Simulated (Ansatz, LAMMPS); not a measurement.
## Glassy 56SiO2-11K2O-15CaO-11ZnO-7TiO2 (mol %) (74 atoms): a short ab initio trajectory

Aim: follow glassy 56SiO2-11K2O-15CaO-11ZnO-7TiO2 (mol %) (74 atoms) for a short time with forces from DFT, then look at structure and electrons in the last frame.

Method: Kohn-Sham DFT, PBE, PAW (set soft_2), plane waves, in Ansatz 0.2.0.

## Step 1: The structure

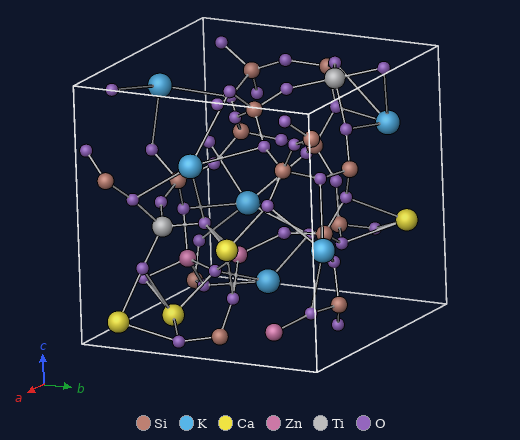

Start, viewed slightly off an axis; silicon pink, potassium blue, calcium yellow, zinc pink, titanium light grey, oxygen purple. Bonds to atoms that aren't drawn are left out.

The cell holds 74 atoms: 15 Si, 6 K, 4 Ca, 3 Zn, 2 Ti and 44 O. Cell: a = 10.207 Å, b = 10.207 Å, c = 10.207 Å, α = 90.0°, β = 90.0°, γ = 90.0°. 74 atoms (15 Si, 6 K, 4 Ca, 3 Zn, 2 Ti, 44 O) placed at random at 2.74 g/cm³, melted at 4000 K for 10 ps at fixed volume with the Morse and Coulomb pair potential with partial charges (Pedone, Malavasi, Menziani, Cormack and Segre, J. Phys. Chem. B 110, 11780 (2006)). Quenched from 4000 K to 300 K at 20 K/ps and fixed volume, held 10 ps at zero pressure.

What the set-up can't give: The quench rate of 20 K/ps far exceeds what a furnace or splat quench reaches, so expect more defects and frozen-in strain than in a real sample. The network of bonds at the start is that of the classical potential that made the cell. The Brillouin zone is sampled at Γ only, in a cell whose shortest periodic width is 10 Å.

## Step 2: Dynamics at 300 K

A Nosé–Hoover thermostat steers the temperature while disturbing the dynamics little. The time step is 1.0 fs.

input.yaml reads:

```yaml
crystal:
  lattice:
    - [10.20688, 0.0, 0.0]
    - [0.0, 10.20688, 0.0]
    - [0.0, 0.0, 10.20688]
  atoms:
    - { symbol: Si, position: [0.442, 0.73706, 0.35994] }
    - { symbol: Si, position: [0.16683, 0.64639, 0.31393] }
    - { symbol: Si, position: [0.47168, 0.13615, 0.50954] }
    - { symbol: Si, position: [0.99495, 0.12124, 0.64351] }
    [... 64 atom lines left out ...]
    - { symbol: O, position: [0.04177, 0.72851, 0.27435] }
    - { symbol: O, position: [0.08431, 0.60385, 0.74267] }
    - { symbol: O, position: [0.29034, 0.27035, 0.79943] }
    - { symbol: O, position: [0.39304, 0.81646, 0.7607] }
    - { symbol: O, position: [0.93764, 0.01026, 0.73391] }
    - { symbol: O, position: [0.04251, 0.24444, 0.74592] }
kpoints:
  mp_grid: { grid: [1, 1, 1] }
hamiltonian:
  xc: pbe
scf:
  occupations: { method: gaussian, width: 0.05 }
output:
  forces: true
md:
  timestep: 1.0
  n_steps: 291
  ensemble: nvt_nose_hoover
  temperature: 300
  initial_velocities: maxwell_boltzmann
  seed: 1040
```

Started as:

```sh
ansatz run input.yaml --threads 4 --pin off --max-ram 8192MiB --backend cpu --events-out ev --progress --plain --runs-dir out
```

Elapsed: 28 min, on 4 threads of Arm Neoverse V2, shared host; peak memory 1.4 GiB; 1.7 h of CPU time.

The program notes that it switched symmetry off.

The trajectory, sampled:

```
time (fs)  T (K)  potential (meV/atom)  conserved (meV/atom)
      0.0    300                   0.0                  0.00
     19.0    451                 -20.2                 -0.10
     39.0    465                 -24.9                 -0.12
     58.0    489                 -32.7                 -0.13
     78.0    406                 -27.3                 -0.09
     97.0    398                 -30.1                 -0.12
    116.0    384                 -31.2                 -0.12
    136.0    393                 -35.2                 -0.16
    155.0    400                 -39.1                 -0.15
    175.0    359                 -37.4                 -0.14
    194.0    318                 -35.3                 -0.14
    213.0    314                 -37.3                 -0.15
    233.0    320                 -40.5                 -0.15
    252.0    306                 -40.9                 -0.15
    272.0    316                 -44.2                 -0.15
    291.0    307                 -45.4                 -0.16
```

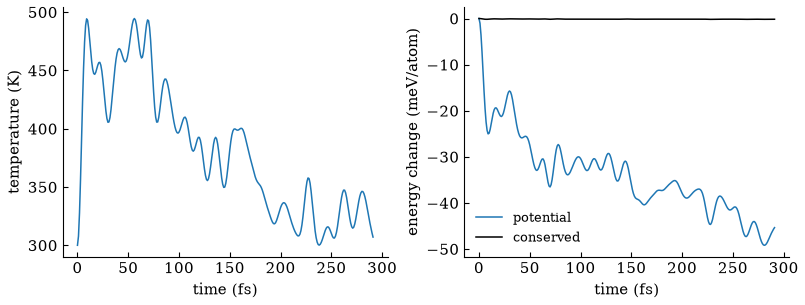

Temperature and energies against time.

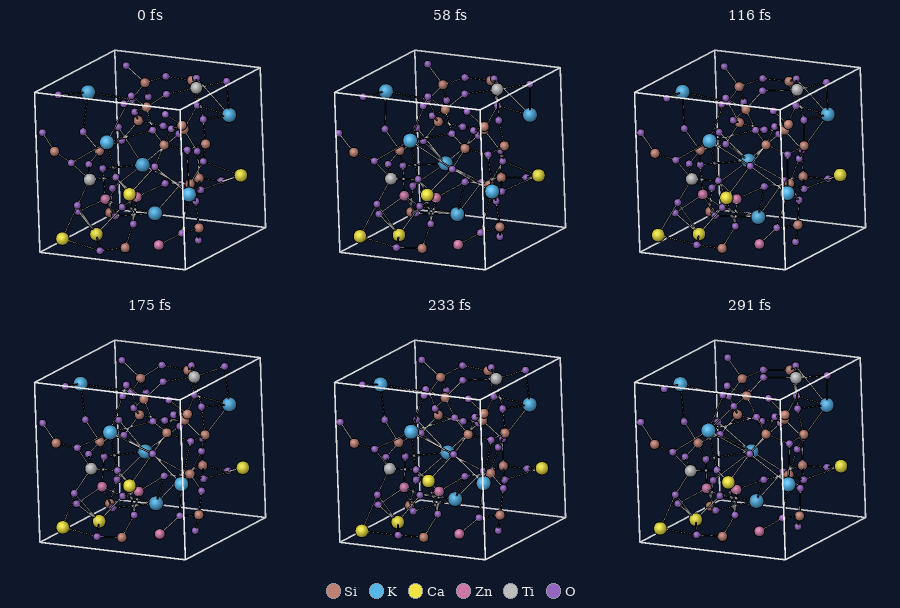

6 frames of the run. Bonds to atoms that aren't drawn are left out.

Mean square displacement from the first frame to the last: Si 0.047 Å², K 0.23 Å², Ca 0.056 Å², Zn 0.042 Å², Ti 0.030 Å², O 0.11 Å².

Table of mean square displacement by time lag:

```
time lag (fs)  Ca (Å²)   K (Å²)   O (Å²)  Si (Å²)  Ti (Å²)  Zn (Å²)
          1.0   2.1e-5   2.6e-5   5.8e-5   3.7e-5   1.6e-5   1.1e-5
         13.0  0.00355  0.00433  0.00841  0.00512  0.00242  0.00179
         25.0   0.0125   0.0156   0.0221   0.0113  0.00713  0.00637
         43.0   0.0323   0.0428   0.0411   0.0149   0.0140   0.0168
         55.0   0.0468   0.0651   0.0511   0.0177   0.0181   0.0248
         67.0   0.0606   0.0882   0.0582   0.0211   0.0219   0.0326
         79.0   0.0726    0.110   0.0656   0.0249   0.0250   0.0395
         91.0   0.0827    0.130   0.0725   0.0279   0.0277   0.0455
        103.0   0.0906    0.147   0.0781   0.0307   0.0298   0.0508
        121.0   0.0985    0.166   0.0827   0.0330   0.0317   0.0588
        133.0    0.101    0.175   0.0828   0.0334   0.0329   0.0641
        146.0    0.102    0.183   0.0827   0.0355   0.0341   0.0694
```

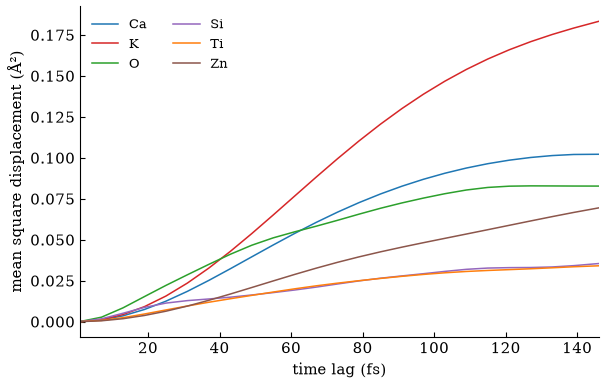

Mean square displacement against time lag.

Over the second half of 291 fs the temperature averages 339 K, falling from about 379 to 331 K (means over the first and last quarter of that half). The conserved energy stays within 0.18 meV/atom. From first frame to last K has the largest mean square displacement, 0.23 Å² at the end; the farthest move is 0.82 Å. The count of bonds goes from 156 in the first frame to 158 in the last, by one set of cutoffs: 6 pairs passed out of them and 8 came within. The run spans 0.29 ps, too short for its means to be equilibrium values.

## Step 3: Local order late in the run

The g(r) is a mean over the second half; what follows it is taken at the last frame.

Density 2.83 g/cm³, 14.37 Å³ an atom.

Mean of 14 frames. Pair distribution functions g(r), in bins of 0.2 Å:

```
r (Å)  total   O-O   O-Si   O-K  O-Ca  O-Zn  O-Ti
 1.50   0.57  0.00   2.37  0.00  0.00  0.00  0.00
 1.70   2.95  0.00  11.86  0.00  0.00  0.00  2.66
 1.90   0.56  0.00   0.00  0.00  0.00  5.77  8.69
 2.10   0.25  0.00   0.00  0.00  1.11  3.10  0.90
 2.30   0.33  0.00   0.00  0.00  5.08  0.14  0.00
 2.50   0.63  1.15   0.00  1.06  1.76  0.25  0.00
 2.70   1.82  4.24   0.00  2.02  1.23  0.88  0.00
 2.90   0.90  1.22   0.00  2.93  0.65  0.19  0.20
 3.10   0.86  0.76   0.08  1.75  0.26  0.24  0.18
 3.30   0.91  0.79   0.57  1.20  0.36  0.49  0.13
 3.50   0.99  0.72   1.05  0.87  0.57  0.43  0.52
 3.70   1.01  0.77   1.34  0.82  0.52  1.13  1.04
 3.90   1.02  0.79   1.54  0.62  0.63  1.52  0.81
 4.10   1.06  0.75   1.77  0.81  1.28  1.03  1.26
 4.30   1.04  0.74   1.67  0.89  0.84  1.19  2.17
 4.50   0.99  0.90   0.91  0.99  1.29  1.32  2.20
 4.70   1.05  0.96   1.04  1.20  1.64  1.40  1.34
 4.90   1.09  1.25   0.63  1.83  1.19  1.13  0.44
```

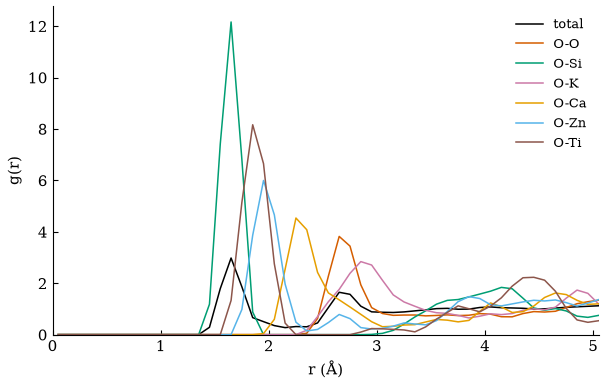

Pair distribution functions, lightly smoothed.

Bonds by pair of elements; cutoffs follow the first minimum of g(r), held within bounds set by covalent radii, and pairs that aren't listed don't count as bonded:

```
pair A-B  cutoff (Å)  bonds  mean length (Å)  spread (Å)  shortest (Å)  B about A  A about B
    O-Si        2.12     60             1.65       0.051          1.56       1.36          4
     O-K        3.58     54             3.00       0.276          2.51       1.23          9
    O-Ca        3.08     24             2.44       0.244          2.10      0.545          6
    O-Zn        2.38     11             1.96       0.098          1.85       0.25       3.67
    O-Ti        2.64      9             1.89       0.077          1.72      0.205        4.5
```

How many atoms have how many bonded neighbours:

```
element  mean  2   3   4  5  6  7  8  9  10
     Ca     6  0   0   0  1  2  1  0  0   0
      K     9  0   0   0  0  0  1  1  1   3
      O  3.59  2  18  20  4  0  0  0  0   0
     Si     4  0   0  15  0  0  0  0  0   0
     Ti   4.5  0   0   1  1  0  0  0  0   0
     Zn  3.67  0   1   2  0  0  0  0  0   0
```

Bond angles (no mean is given where the spread exceeds 20°):

```
 angle  count  mean (°)  spread (°)
O-Si-O     90       109         5.5
K-O-Si     69       102        19.4
O-Ca-O     61         -           -
Ca-O-K     27         -           -
```

Oxygen atoms by the number of network formers (Si, P, Ge, B, Al, As, Ga) bound to them:

```
network formers bound to O  O atoms  per cent
                         0        3       6.8
                         1       22        50
                         2       19      43.2
```

Network units: each former by its oxygen neighbours and how many of them bridge to another former:

```
former  O neighbours  bridging O  atoms
    Si             4           1      2
    Si             4           2      5
    Si             4           3      6
    Si             4           4      2
```

Bond length by coordination (bonds to H left out):

```
element  coordination  atoms  mean bond length (Å)
     Ca             5      1                  2.43
     Ca             6      2                  2.39
     Ca             7      1                  2.54
      K             7      1                  3.00
      K             8      1                  2.94
      K             9      1                  2.95
      K            10      3                  3.04
      O             2      2                  1.66
      O             3     18                  2.13
      O             4     20                  2.33
      O             5      4                  2.51
     Ti             4      1                  1.83
     Ti             5      1                  1.94
     Zn             3      1                  1.96
     Zn             4      2                  1.96
```

Rings of the network by King's shortest-path rule, up to 12 atoms, one path for each pair of neighbours; H, halogens, alkali and alkaline-earth atoms are left out, and the last column divides by all other atoms, bonded or not:

```
ring size (atoms)  rings  per network atom
                8      4             0.062
               10      3             0.047
               12      6             0.094
```

For some of the pairs, g(r) has its first main peak near 2.7 Å (O-O), 1.6 Å (O-Si), 2.8 Å (O-K), 2.3 Å (O-Ca), 1.9 Å (O-Zn) and 1.9 Å (O-Ti). By these cutoffs 50 % of Ca atoms have 6, 50 % of K atoms have 10, 45 % of O atoms have 4 and all Si atoms have 4 bonded neighbours. The O-Si-O angle averages 109° with a spread of 6°. Counting bonds to Si alone, not to Ti and Zn, 43 % of the oxygens join two of these atoms and 50 % one; 7 % join none. The commonest Si unit has 4 oxygens, 3 of them shared with other formers (6 of 15 atoms). Rings of 12 atoms are the most common (46 % of those counted); sizes run from 8 to 12, where the search stops.

## Step 4: Single point at the last frame

The last frame is solved again with fuller output, to read the electronic structure of a thermally displaced geometry.

input.yaml reads:

```yaml
crystal:
  lattice:
    - [10.20688, 0.0, 0.0]
    - [0.0, 10.20688, 0.0]
    - [0.0, 0.0, 10.20688]
  atoms:
    - { symbol: Si, position: [0.43494, 0.72538, 0.35291] }
    - { symbol: Si, position: [0.15049, 0.66155, 0.32875] }
    - { symbol: Si, position: [0.46962, 0.1258, 0.49412] }
    - { symbol: Si, position: [0.98651, 0.11665, 0.62214] }
    [... 64 atom lines left out ...]
    - { symbol: O, position: [0.02741, 0.76119, 0.29535] }
    - { symbol: O, position: [0.08608, 0.59964, 0.73967] }
    - { symbol: O, position: [0.30564, 0.25554, 0.75935] }
    - { symbol: O, position: [0.42388, 0.7941, 0.77129] }
    - { symbol: O, position: [0.95293, 0.00735, 0.73965] }
    - { symbol: O, position: [0.0508, 0.24574, 0.7124] }
kpoints:
  mp_grid: { grid: [1, 1, 1] }
hamiltonian:
  xc: pbe
scf:
  occupations: { method: gaussian, width: 0.05 }
output:
  forces: true
  stress: true
  populations: true
  dos:
    method: { smearing: { sigma: 0.1 } }
    de: 0.1
    projected: { site_lists: { Ca: [Ca], K: [K], O: [O], Si: [Si], Ti: [Ti] } }
  eigenvalues: true
  write_density: true
  write_potential: true
  volumetric_format: npy
```

The job ended after 17 s (4 threads; peak memory 1.4 GiB).

Numbers from this run:

- free energy: -66034.2325 eV
- free energy per atom: -892.3545 eV/atom
- SCF cycles: 11
- pressure: 0.4396 GPa
- r.m.s. force component: 0.7827 eV/Å
- longest force: 3.294 eV/Å
- Fermi energy: 5.45 eV
- gap (highest filled to lowest empty level): 2.359 eV
- spilling of the projection: 0.01124

Neighbours are counted within 2.12 Å (O-Si), 3.58 Å (O-K), 3.08 Å (O-Ca), 2.38 Å (O-Zn), 2.64 Å (O-Ti), the cutoffs taken from the dynamics.

Length of the force by element and coordination:

```
element  coordination  atoms  mean length of the force (eV/Å)  spread   least   most
     Ca           all      4                            0.927   0.344   0.589   1.49
     Ca             5      1                            0.916       0   0.916  0.916
     Ca             6      2                             1.04   0.450   0.589   1.49
     Ca             7      1                            0.715       0   0.715  0.715
      K           all      6                            0.379   0.262  0.0463  0.797
      K             7      1                            0.404       0   0.404  0.404
      K             8      1                            0.231       0   0.231  0.231
      K             9      1                            0.797       0   0.797  0.797
      K            10      3                            0.280   0.247  0.0463  0.622
      O           all     44                             1.10   0.605   0.247   3.10
      O             2      2                            0.862   0.532   0.329   1.39
      O             3     18                             1.26   0.738   0.412   3.10
      O             4     20                             1.05   0.454   0.297   2.03
      O             5      4                            0.803   0.394   0.247   1.28
     Si           all     15                             1.70   0.830   0.544   3.29
     Ti           all      2                             1.73   0.224    1.50   1.95
     Ti             4      1                             1.95       0    1.95   1.95
     Ti             5      1                             1.50       0    1.50   1.50
     Zn           all      3                            0.669  0.0376   0.634  0.721
     Zn             3      1                            0.721       0   0.721  0.721
     Zn             4      2                            0.643  0.0091   0.634  0.652
```

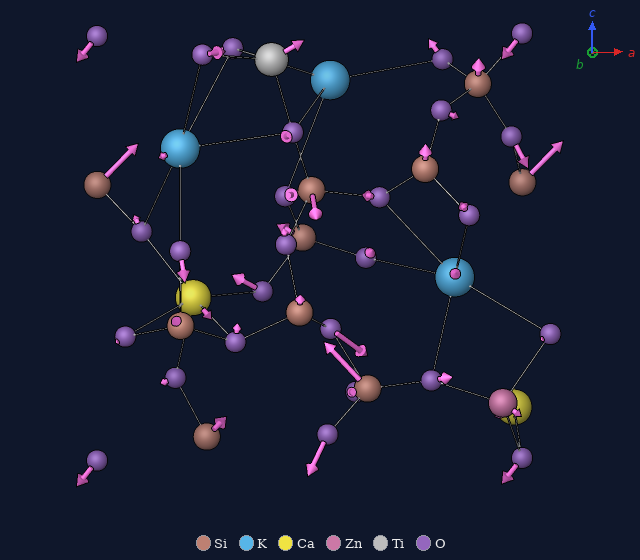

Forces as arrows; the longest in the cell is 3.29 eV/Å. Drawn is a slice 5 Å thick, seen along the normal of the ac plane. Bonds to atoms that aren't drawn are left out.

Löwdin charges by element and coordination (they lack the spilled electrons, 0.073 e an atom on average):

```
element  coordination  atoms  mean charge (e)  spread   least    most
     Ca           all      4             1.76  0.0102    1.75    1.78
     Ca             5      1             1.78       0    1.78    1.78
     Ca             6      2             1.76  0.0033    1.75    1.76
     Ca             7      1             1.76       0    1.76    1.76
      K           all      6            0.845  0.0126   0.827   0.857
      K             7      1            0.839       0   0.839   0.839
      K             8      1            0.827       0   0.827   0.827
      K             9      1            0.832       0   0.832   0.832
      K            10      3            0.857  4.0e-4   0.856   0.857
      O           all     44           -0.882   0.116   -1.28  -0.705
      O             2      2           -0.793   0.003  -0.796  -0.790
      O             3     18           -0.841  0.0863   -1.02  -0.705
      O             4     20           -0.922   0.129   -1.28  -0.738
      O             5      4           -0.912   0.107   -1.03  -0.791
     Si           all     15             1.66  0.0568    1.53    1.76
     Ti           all      2             1.36  0.0821    1.28    1.44
     Ti             4      1             1.28       0    1.28    1.28
     Ti             5      1             1.44       0    1.44    1.44
     Zn           all      3             1.50  0.0038    1.49    1.50
     Zn             3      1             1.49       0    1.49    1.49
     Zn             4      2             1.50  0.0039    1.50    1.50
```

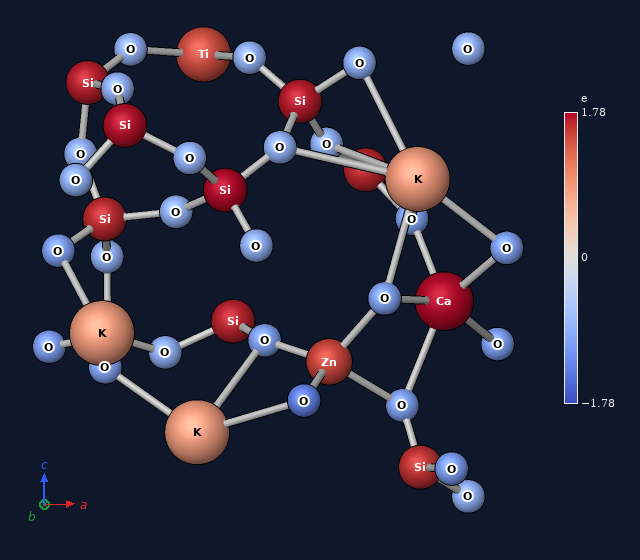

Atoms coloured by Löwdin charge. Drawn is a slice 5 Å thick, seen along the normal of the ac plane. Bonds to atoms that aren't drawn are left out.

Density of states as counts of states in windows of 1 eV (from the Fermi level), total and the larger projections:

```
from (eV)  to (eV)  total   O p  Si p  Ti d
      -10       -9    7.5   5.0   0.6   0.0
       -9       -8    9.7   6.7   1.1   0.1
       -8       -7   14.6  10.6   2.3   0.1
       -7       -6   27.9  16.8   2.6   0.8
       -6       -5   44.8  24.2   2.5   0.5
       -5       -4   51.9  40.8   2.2   1.5
       -4       -3   53.4  47.2   1.3   0.8
       -3       -2   46.9  42.7   0.8   0.3
       -2       -1   31.3  28.4   0.4   0.1
       -1        1    0.0   0.0   0.0   0.0
        1        2    6.1   1.0   0.1   4.7
        2        3    7.9   1.0   0.1   4.4
        3        4    9.7   1.6   0.3   4.7
        4        5   15.0   1.4   1.4   0.4
```

Between -26 and -10 eV lie 154 more states.

The stored curve holds about 442 of the 478 electrons; the rest, give or take the few that broadening carries across the Fermi level, lie in deeper levels below its range.

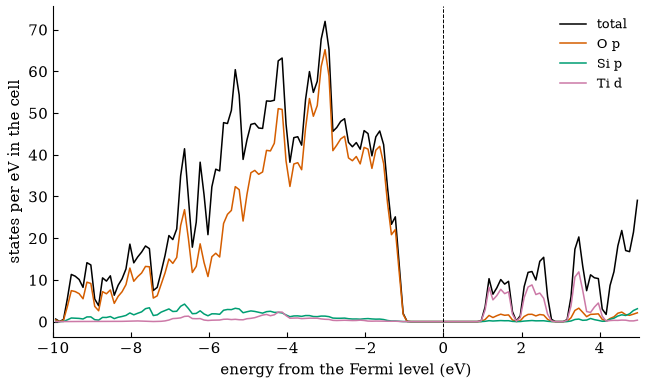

Total and projected density of states, with the broadening of the input.

Not all projections were asked for or kept, so they needn't add up to the total.

The levels nearest the highest filled one (over half full), pooled over k-points and spins:

```
level less the highest filled one (eV)  occupation
                                -0.322           2
                                -0.314           2
                                -0.249           2
                                -0.133           2
                               -0.0596           2
                                     0           2
                                  2.36           0
                                  2.61           0
                                  2.81           0
                                  3.30           0
                                  3.46           0
                                  3.65           0
```

Mean Löwdin charges: Ca +1.76, K +0.84, O -0.88, Si +1.66, Ti +1.36, Zn +1.50 e (they miss 1.1 % of the electrons, so they add up to more than the cell's charge). The largest share in the top eV of filled states is O p (97 % of the projected weight), and in the lowest eV of empty states Ti d (77 % of the projected weight).

## Step 5: Outcome

| Quantity | Value |
| --- | --- |
| mean temperature, second half | 338.7 K |
| temperature swing, second half | 27.89 K |
| slope of the conserved energy against time, by least squares | -0.2421 meV/atom/ps |
| free energy per atom | -892.3545 eV/atom |
| pressure | 0.4396 GPa |
| r.m.s. force component | 0.7827 eV/Å |
| gap (highest filled to lowest empty level) | 2.359 eV |
| wall time of the 2 DFT runs | 28 min |

**Reading.** Over the second half of 291 fs the temperature averages 339 K, falling from about 379 to 331 K (means over the first and last quarter of that half). The conserved energy stays within 0.18 meV/atom. The count of bonds goes from 156 in the first frame to 158 in the last, by one set of cutoffs: 6 pairs passed out of them and 8 came within. The run spans 0.29 ps, too short for its means to be equilibrium values. With the cutoffs above, 50 % of Ca atoms have 6, 50 % of K atoms have 10, 45 % of O atoms have 4 and all Si atoms have 4 bonded neighbours. Counting bonds to Si alone, not to Ti and Zn, 43 % of the oxygens join two of these atoms and 50 % one; 7 % join none. Filled and empty levels are parted by 2.36 eV (at Γ alone); a semilocal functional tends to put such gaps too low. In a disordered cell it changes from sample to sample, and tail or defect levels can set it.

**Limits.** The network of bonds at the start is that of the classical potential that made the cell; in DFT 6 of its 156 bonded pairs passed out of the cutoffs and 8 came within them. The pressure of a single frame lacks the kinetic term, about 0.33 GPa here.

[Logs are printed without paths, hosts, clocks, repeated set-up lines and the standing remarks that a program may print on its own settings, such as how far it seeks lower states.]

[Hosts, paths, dates, database ids (printed as entryN), source tags and the programs' standing remarks are cut or masked in the printed files.]
